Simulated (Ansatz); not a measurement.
## Fields on a plane of Ti (hcp, Mg type)

```xyz
2
Lattice="2.9009 0.0000 0.0000 -1.4504 2.5122 0.0000 0.0000 0.0000 4.5904" Properties=species:S:1:pos:R:3 pbc="T T T"
Ti     0.0000     1.6748     3.4428
Ti     1.4504     0.8374     1.1476
```

The slice is a (0001) plane (indices of the conventional cell) through the point (0.667, 0.333, 0.250) (fractional), spanned by u = [110] and v = [1 -1 0] in vectors of this cell: u (2.90 Å) and v (5.02 Å, at 90° to u). It covers one period; positions are fractions (u, v).

Atoms on it: Ti at (0.00, 0.00); Ti at (0.50, 0.50).

Level of theory: PBEsol (plane waves to 420 eV, PAW, scalar-relativistic; Ansatz, an electronic-structure program). k mesh 18×18×10. These are valence fields of a PAW run, semicore shells included where kept as valence: close to a nucleus they are smooth pseudo fields. Ti is run without spin polarisation. Ti was relaxed with its symmetry unable to fall.

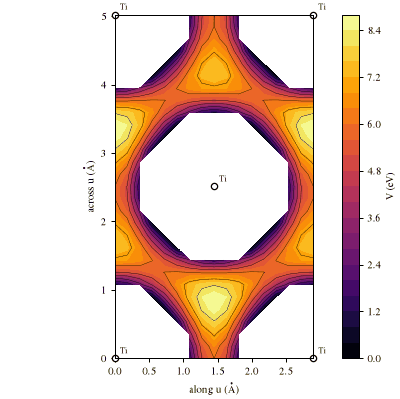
Figure. Electrostatic potential energy of an electron, from the cell's mean, in eV, one period of the plane, atoms marked. Points within 1 Å of a nucleus are left white, as the pseudised field means little there. Values under 0 eV are set to 0. The zero, the cell's mean, hangs on the PAW cores.

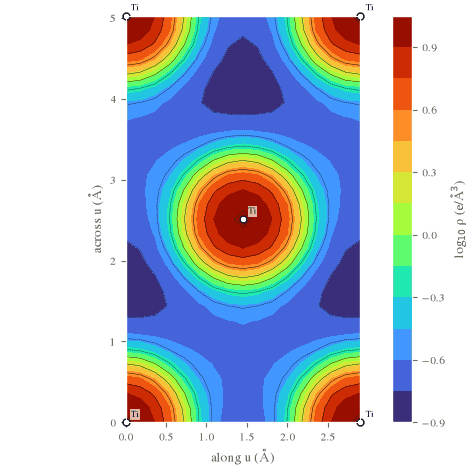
*Log₁₀ of the valence density in e/Å³, one period of the plane, atoms marked. The scale is logarithmic, as a density can span decades between atoms and voids.*

* **Density on the Ti–Ti line (2.90 Å) at its midpoint**: 0.20 e/Å³
* **ELF at that point**: 0.26
